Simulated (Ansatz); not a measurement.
**H8N4Si: density, localisation and related maps**

Input file:

```
crystal:
  periodic: [false, false, false]
  atoms:
    - { symbol: Si, position_ang: [0.0, 0.0, 0.0] }
    - { symbol: "N", position_ang: [0.0, 0.0, 1.82] }
    - { symbol: H, position_ang: [-0.877, -0.2713, 2.35] }
    - { symbol: H, position_ang: [0.877, 0.2713, 2.35] }
    - { symbol: "N", position_ang: [1.7163, 0.0, -0.6061] }
    - { symbol: H, position_ang: [2.2145, -0.918, -0.7868] }
    - { symbol: H, position_ang: [2.2175, 0.918, -0.7783] }
    - { symbol: "N", position_ang: [-0.8572, 1.4851, -0.6061] }
    - { symbol: H, position_ang: [-1.8773, 1.43, -0.8888] }
    - { symbol: H, position_ang: [-0.3367, 2.4058, -0.6766] }
    - { symbol: "N", position_ang: [-0.8572, -1.4851, -0.6061] }
    - { symbol: H, position_ang: [-1.3922, -2.1014, 0.0704] }
    - { symbol: H, position_ang: [-0.8219, -1.7344, -1.6357] }
basis:
  gaussian: { orbitals: "6-31G" }
hamiltonian:
  xc: pbe0
  dispersion: d4
relax:
  f_tol: 0.02
  max_steps: 40
output:
  orbitals: {}
```

Launched as:

```sh
ansatz run input.yaml --threads 1 --pin off --max-ram 2048MiB --backend cpu --events-out ev --progress --plain --runs-dir out
```

The fields are those of the run's last geometry, not of the input's.

All numbers below come from RKS PBE0-D4/6-31G in Ansatz 0.2.0.

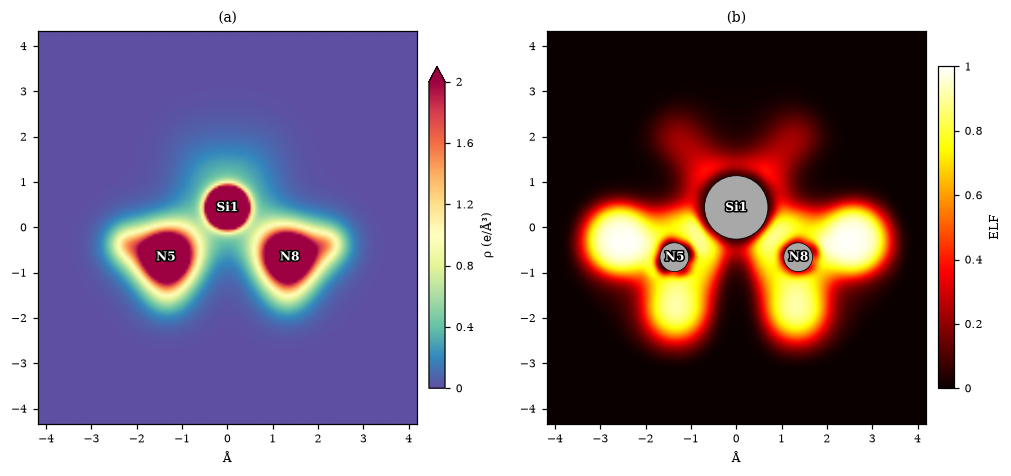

Figure 1. (a) electron density; (b) ELF on the plane of atoms N5, Si1 and N8. Grey discs cover the atomic cores in the ELF map.

> What do the fields say about this system?

The section cuts through Si and N sites. Si–N (1.75 Å): ρ is about 0.89 e/Å³ halfway; the ELF peaks at about 0.90 between the atoms, as expected for a polar covalent bond.

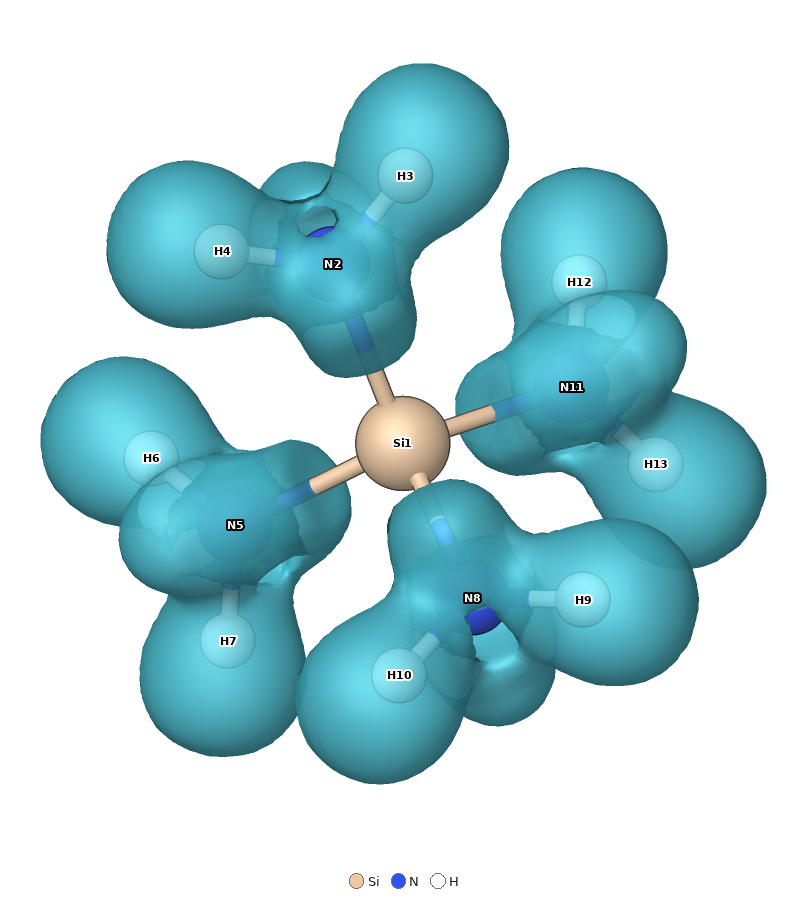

Figure 2. Isosurface of the ELF at 0.75 (cyan), seen across its widest extent. Only the valence region is drawn (cores and ρ < 0.01 e/Å³ removed).

> Identify the bonds, lone pairs and shells in this picture.

The ELF exceeds this value in four joined regions spread over several atoms (H, N), in which their bonds and any lone pairs are merged.


 N–H (1.01 Å): the ELF climbs to about 1 towards the hydrogen, as it does in any bond to H (a covalent bond by its length).

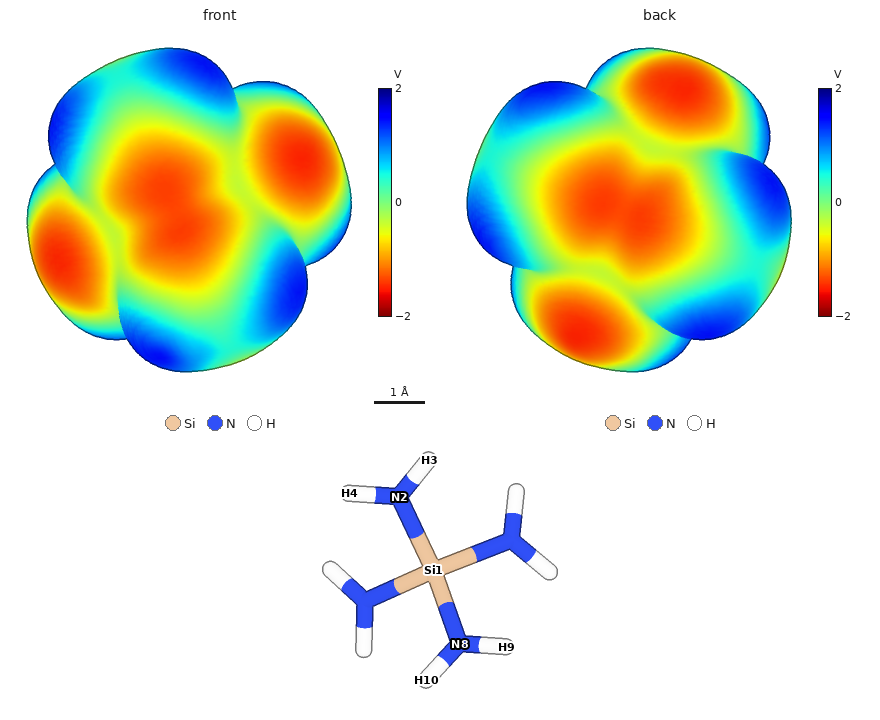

Figure 3. The electrostatic potential painted on the density surface at 0.002 e/bohr³, seen from the front and from behind; the colour scale runs from red (negative) to blue (positive). The bare structure is drawn below in the same view.

> Where is the surface potential most negative and most positive?

The most negative region (about −1.5 V) lies over N2, N5, N8 and N11, the most positive (about +1.4 V) over the H atoms.
